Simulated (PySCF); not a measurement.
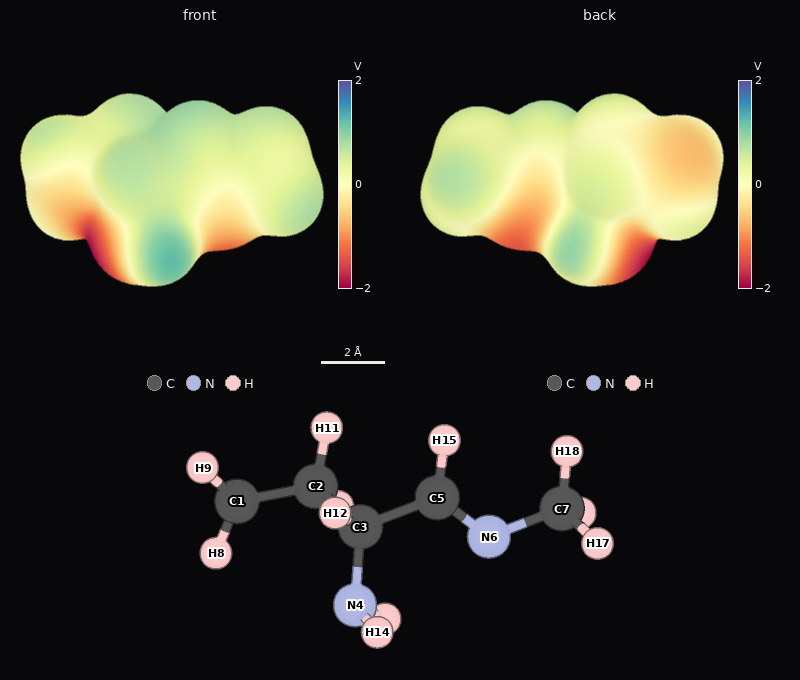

*C₅H₁₁N₂ (doublet). The electrostatic potential painted on the density surface at 0.002 e/bohr³, seen from the front and from behind; the colour scale runs from red (negative) to blue (positive). The bare structure is drawn below in the same view.*

Geometry: GFN2-xTB.

Method: PySCF, UKS B3LYP, pcH-1 on C H N, non-relativistic, mean-field spin-orbit, GIAO.

```xyz
18

C    -2.7103    0.9589    0.6937
C    -1.2516    0.8743    0.7269
C    -0.7236   -0.4262    0.0068
N    -1.0367   -0.3464   -1.4012
C     0.7403   -0.5411    0.3072
N     1.5936   -0.3187   -0.5873
C     2.9907   -0.3842   -0.3033
H    -3.2048    1.2515   -0.2112
H    -3.2967    0.5026    1.4685
H    -0.7983    1.7162    0.1984
H    -0.8837    0.8487    1.7549
H    -1.2524   -1.2840    0.4388
H    -0.4410    0.3573   -1.8271
H    -0.8257   -1.2276   -1.8566
H     1.0044   -0.7912    1.3470
H     3.4333    0.5810   -0.5539
H     3.4385   -1.1341   -0.9569
H     3.2153   -0.6309    0.7437
```

Question: Which sites attract a positive test charge, and which a negative one?

Answer: A positive charge is drawn to the negative regions and a negative charge to the positive ones. The most negative region (about −1.9 V) lies over N4, the most positive (about +1.2 V) over H14. N4 is the likeliest acceptor of a hydrogen bond.
